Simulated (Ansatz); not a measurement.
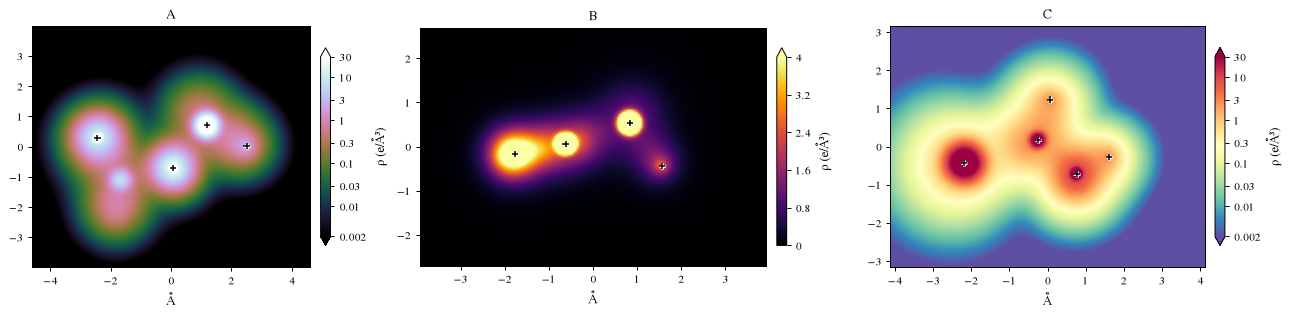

The electron density of 3 systems, each on a plane through atoms (crosses mark nuclei in the plane).

Method: Ansatz 0.2.0, isolated molecule in a Gaussian basis; Kohn-Sham density functional theory, functional PBE0.

System 1: CHBN (SMILES B=C=[N-]) (charge −1), the molecular plane. Geometry: PBE0-D4/def2-TZVPD; the highest occupied orbital lies above zero, a sign that basis and functional describe the outermost electron poorly.

```
atom    x (Å)    y (Å)    z (Å)
   C   0.5371   0.1736  -0.3750
   B   0.7070   1.5712   0.2278
   N   0.5425  -0.8892  -0.8680
   H  -0.3710   1.9330   0.6721
```

System 2: CH2GaO (doublet), the molecular plane. Geometry: PBE0-D3(BJ)/def2-SVP.

```xyz
5

C     0.1739    0.0949   -0.0981
Ga    1.7828   -1.1151    0.1022
O    -0.5163    0.1753   -1.2558
H    -1.2517    0.7952   -1.1835
H    -0.2235    0.7437    0.7077
```

System 3: FH6OSi2 (SMILES O[SiH2][F+][SiH3]) (charge +1), the plane of atoms F1, Si3 and H7. Geometry: BLYP-D3(BJ)/def2-SVP.

| atom | x (Å) | y (Å) | z (Å) |
| --- | --- | --- | --- |
| F | -0.0401 | 0.0152 | 0.0537 |
| O | 1.4891 | -0.9755 | 2.0455 |
| Si | 1.0126 | 0.0904 | -1.4196 |
| Si | -0.0993 | -0.8124 | 1.6980 |
| H | 1.9897 | -0.3563 | 2.6125 |
| H | -0.6915 | -2.1005 | 1.2910 |
| H | 0.0467 | 0.6246 | -2.4085 |
| H | -0.8893 | 0.1955 | 2.4413 |
| H | 2.0867 | 1.0131 | -0.9768 |
| H | 1.4052 | -1.3324 | -1.5759 |

### Match each panel to its system.

Panel A is system 3, FH6OSi2: the plane holds F, O, Si and H. Si–F (1.81 Å): ρ is about 0.65 e/Å³ halfway. Panel B is system 1, CHBN: the plane holds C, B, N and H. C–N (1.17 Å): ρ at the midpoint is about 3.6 e/Å³. Panel C is system 2, CH2GaO: the plane holds C, Ga, O and H. C–O (1.35 Å): ρ at the midpoint is about 2.4 e/Å³.
